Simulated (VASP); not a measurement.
Shape and ions are relaxed at each volume.

Energy against volume of MnO₂ (rutile). These are optB88-vdW, VASP's PBE PAW potentials (set 64) (plane waves; VASP 6.6.1) values and carry that method's errors.

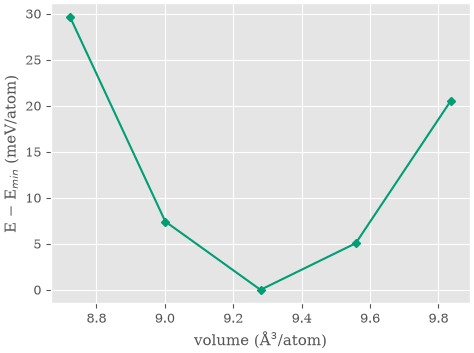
*Energy against volume*

**Question.** Estimate the equilibrium volume and the bulk modulus.

**Answer.** The minimum lies near 9.3 Å³/atom, and the curvature gives B0 of about 240 GPa.

The compound is MnO2 in the rutile structure. It was relaxed first.
